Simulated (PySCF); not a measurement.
Geometry relaxation, with input and output: CO (charge +1)

The run: geometry relaxation of CO, charge +1, multiplicity 2. Method and program: SVWN5/def2-SVP, UKS (PySCF 2.14.0).

The atoms were displaced at random from an optimised geometry. The geometry is that of the parent species in another charge or spin state. Figures and captions count atoms from 1; the log counts them from 0 in places.

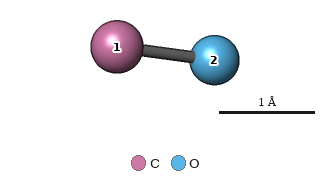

Figure 1. The starting structure (ball-and-stick view, seen at a tilt; atoms are numbered from 1 in the order of the input).

### Key numbers

| quantity | value |
| --- | --- |
| outcome | converged |
| total energy | −111.818411 hartree |
| basis functions | 28 |
| ⟨S²⟩ | 0.763 |
| zero-point energy | 0.005197 hartree |
| wavenumbers, lowest and highest | 2281 cm⁻¹ |
| hardware | 1 thread of Arm Neoverse V1, 24 GiB of memory available, shared host |
| wall time | 13 s |
| peak memory | 0.37 GiB |

### Remarks

Further notes kept with the run: dipole of an ion depends on the origin.

### Input (run.py)
```python
import numpy
from pyscf import gto, dft, symm
from pyscf.hessian import thermo
from pyscf.geomopt.geometric_solver import kernel as optimise

mol = gto.M(
    atom=[
    ('C', (0.493168, -0.143953, 0.243220)),
    ('O', (-0.498390, 0.180815, -0.237686)),
],
    verbose=3,
    basis='def2-svp',
    charge=1,
    spin=1,
    max_memory=1860,
)

mf = dft.UKS(mol, xc='svwn')
mf.conv_tol = 1e-10
mf.grids.level = 4
mf = mf.newton()
converged, mol_eq = optimise(mf, maxsteps=80)
print('converged:', converged)
print(mol_eq.tostring())

mf.reset(mol_eq)
mol = mol_eq
mf.kernel()
e_final = mf.e_tot
print('E = %.10f Eh' % e_final)
hess = mf.Hessian().kernel()
modes = thermo.harmonic_analysis(mol, hess)
print('frequencies (1/cm)', numpy.round(modes['freq_wavenumber'], 1))
symm.geom.TOLERANCE = 1e-3  # for the symmetry number
th = thermo.thermo(mf, modes['freq_au'], 298.15, 101325)
thermo.dump_thermo(mol, th)
```

Run as:
```bash
OMP_NUM_THREADS=1 python run.py
```

### What the program printed
```
[file] SyntaxWarning: invalid escape sequence '\W'
  S = {(paw_set(r)[0], bool(re.search(r"spin_orbit\W+true|paw_fr", str((r.get("files") or {}).get("input") or "")) or re.search("(?i)spin.orbit\W+(value\W+)?(true|yes)|value\W+spin-orbit", json.dumps(r.get("inputs"), default=str)))) for r in records}

#|     Arguments passed to driver run_optimizer():      |#
customengine              <pyscf.geomopt.geometric_solver.PySCFEngine object>
maxiter                   80
----------------------------------------------------------
Custom engine selected.
Bonds will be generated from interatomic distances less than 1.20 times sum of covalent radii
6 internal coordinates being used (instead of 6 Cartesians)
Internal coordinate system (atoms numbered from 1):
Distance 1-2
Translation-X 1-2
Translation-Y 1-2
Translation-Z 1-2
Rotation-A 1-2
Rotation-B 1-2
Rotation-C 1-2
<class 'geometric.internal.Distance'> : 1
<class 'geometric.internal.TranslationX'> : 1
<class 'geometric.internal.TranslationY'> : 1
<class 'geometric.internal.TranslationZ'> : 1
<class 'geometric.internal.RotationA'> : 1
<class 'geometric.internal.RotationB'> : 1
<class 'geometric.internal.RotationC'> : 1
> ===== Optimization Info: ====
> Job type: Energy minimization
> Maximum number of optimization cycles: 80
> Initial / maximum trust radius (Angstrom): 0.100 / 0.300
> Convergence Criteria:
> Will converge when all 5 criteria are reached:
>  |Delta-E| < 1.00e-06
>  RMS-Grad  < 3.00e-04
>  Max-Grad  < 4.50e-04
>  RMS-Disp  < 1.20e-03
>  Max-Disp  < 1.80e-03
> === End Optimization Info ===

Geometry optimization cycle 1
Cartesian coordinates (Angstrom)
 Atom        New coordinates             dX        dY        dZ
   C   0.493168  -0.143953   0.243220    0.000000  0.000000 -0.000000
   O  -0.498390   0.180815  -0.237686    0.000000  0.000000  0.000000

WARN: Mole.unit (angstrom) is changed to Bohr

WARN: HOMO -0.333627787934313 >= LUMO -0.333627787934313

converged SCF energy = -111.816555336027  <S^2> = 0.76402526  2S+1 = 2.0139764
--------------- SecondOrderUKS_Scanner gradients ---------------
         x                y                z
0 C     0.0570132053    -0.0186737940     0.0276506863
1 O    -0.0570124362     0.0186768848    -0.0276457589
----------------------------------------------
cycle 1: E = -111.816555336  dE = -111.817  norm(grad) = 0.0934201
Step    0 : Gradient = 6.606e-02/6.606e-02 (rms/max) Energy = -111.8165553360
Hessian Eigenvalues: 5.00000e-02 5.00000e-02 5.00000e-02 ... 5.00000e-02 5.00000e-02 1.35354e+00

Geometry optimization cycle 2
Cartesian coordinates (Angstrom)
 Atom        New coordinates             dX        dY        dZ
   C   0.482000  -0.140290   0.237824   -0.011168  0.003663 -0.005396
   O  -0.487238   0.177087  -0.232395    0.011152 -0.003728  0.005291
converged SCF energy = -111.818390661808  <S^2> = 0.76290147  2S+1 = 2.0128601
--------------- SecondOrderUKS_Scanner gradients ---------------
         x                y                z
0 C     0.0062803191    -0.0020566606     0.0030460405
1 O    -0.0062792986     0.0020591818    -0.0030421711
----------------------------------------------
cycle 2: E = -111.818390662  dE = -0.00183533  norm(grad) = 0.0102896
Step    1 : Displace = 1.291e-02/1.291e-02 (rms/max) Trust = 1.000e-01 (=) Grad = 7.276e-03/7.277e-03 (rms/max) E (change) = -111.8183906618 (-1.835e-03) Quality = 1.139
Hessian Eigenvalues: 5.00000e-02 5.00000e-02 5.00000e-02 ... 5.00000e-02 5.00000e-02 1.20446e+00

Geometry optimization cycle 3
Cartesian coordinates (Angstrom)
 Atom        New coordinates             dX        dY        dZ
   C   0.480596  -0.139824   0.237165   -0.001404  0.000466 -0.000659
   O  -0.485858   0.176561  -0.231828    0.001380 -0.000526  0.000567
converged SCF energy = -111.818410300869  <S^2> = 0.76276811  2S+1 = 2.0127276
--------------- SecondOrderUKS_Scanner gradients ---------------
         x                y                z
0 C    -0.0006962900     0.0002277430    -0.0003387421
1 O     0.0006972445    -0.0002252540     0.0003424930
----------------------------------------------
cycle 3: E = -111.818410301  dE = -1.96391e-05  norm(grad) = 0.00114264
Step    2 : Displace = 1.598e-03/1.598e-03 (rms/max) Trust = 1.414e-01 (+) Grad = 8.080e-04/8.088e-04 (rms/max) E (change) = -111.8184103009 (-1.964e-05) Quality = 0.894
Hessian Eigenvalues: 4.99971e-02 5.00000e-02 5.00000e-02 ... 5.00000e-02 5.00000e-02 1.33825e+00

Geometry optimization cycle 4
Cartesian coordinates (Angstrom)
 Atom        New coordinates             dX        dY        dZ
   C   0.480714  -0.139858   0.237241    0.000119 -0.000034  0.000076
   O  -0.485995   0.176548  -0.231974   -0.000137 -0.000013 -0.000146
converged SCF energy = -111.818410541123  <S^2> = 0.76278234  2S+1 = 2.0127418
--------------- SecondOrderUKS_Scanner gradients ---------------
         x                y                z
0 C     0.0000082749    -0.0000028645     0.0000032295
1 O    -0.0000073296     0.0000053700     0.0000005362
----------------------------------------------
cycle 4: E = -111.818410541  dE = -2.40253e-07  norm(grad) = 1.30367e-05
```

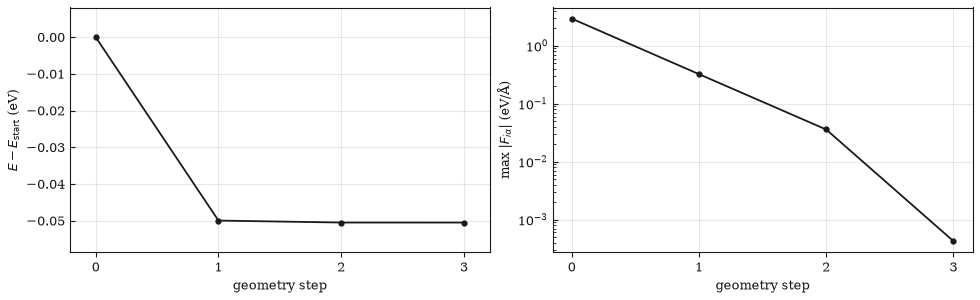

Figure 2. Progress of the relaxation, step by step (steps are counted from 0). The energy falls by 0.050 eV in 3 geometry steps. The largest force component goes from 2.9 to 0.00043 eV/Å. The largest moves after the best rigid fit, 0.014 Å, are those of C1 and O2. By element the largest moves are O 0.014 Å, C 0.014 Å. Distances before and after: C1–O2 1.149 → 1.120 Å. (Atoms are counted from 1 in the order of the input.)

```
Step    3 : Displace = 1.597e-04/1.597e-04 (rms/max) Trust = 2.000e-01 (+) Grad = 9.218e-06/9.333e-06 (rms/max) E (change) = -111.8184105411 (-2.403e-07) Quality = 0.983
Hessian Eigenvalues: 4.99971e-02 5.00000e-02 5.00000e-02 ... 5.00000e-02 5.00000e-02 1.33825e+00
Converged! =D

converged: True
C           0.48071442       -0.13985800        0.23724145
O          -0.48599489        0.17654784       -0.23197425

WARN: HOMO -0.335660916204299 >= LUMO -0.335660916204299

converged SCF energy = -111.818410541123  <S^2> = 0.76278177  2S+1 = 2.0127412
E = -111.8184105411 Eh
frequencies (1/cm) [2281.3]
temperature 298.1500 [K]
pressure 101325.00 [Pa]
Rotational constants [GHz] inf 58.70604 58.70604
Symmetry number 1
Zero-point energy (ZPE) 0.00520 [Eh]   13645.371 [J/mol]
                           tot       elec      trans        rot        vib
Entropy [J/mol/K]       203.148      5.763    150.308     47.075      0.002
Cv [J/mol/K]             20.803      0.000     12.472      8.314      0.017
Cp [J/mol/K]             29.117      0.000     20.786      8.314      0.017
Internal energy [J/mol]                      3718.434   2478.956  13645.823
Internal energy [Eh]   -111.81085  -111.81841
Enthalpy [J/mol]                             6197.391   2478.956  13645.823
Enthalpy [Eh]          -111.80991
Gibbs free energy [J/mol]                  -38617.088 -11556.313  13645.330
Gibbs free energy [Eh] -111.83298
```

### Trajectory as extended XYZ (Å, eV, eV/Å), 4 frames, from step=0 to step=3
```
2
Properties=species:S:1:pos:R:3:forces:R:3 step=0 energy=-3042.68348
C     0.4932   -0.1440    0.2432   -2.9317   0.9602  -1.4219
O    -0.4984    0.1808   -0.2377    2.9317  -0.9604   1.4216
2
Properties=species:S:1:pos:R:3:forces:R:3 step=1 energy=-3042.73342
C     0.4820   -0.1403    0.2378   -0.3229   0.1058  -0.1566
O    -0.4872    0.1771   -0.2324    0.3229  -0.1059   0.1564
2
Properties=species:S:1:pos:R:3:forces:R:3 step=2 energy=-3042.73395
C     0.4806   -0.1398    0.2372    0.0358  -0.0117   0.0174
O    -0.4859    0.1766   -0.2318   -0.0359   0.0116  -0.0176
2
Properties=species:S:1:pos:R:3:forces:R:3 step=3 energy=-3042.73396
C     0.4807   -0.1399    0.2372   -0.0004   0.0001  -0.0002
O    -0.4860    0.1765   -0.2320    0.0004  -0.0003   0.0000
```
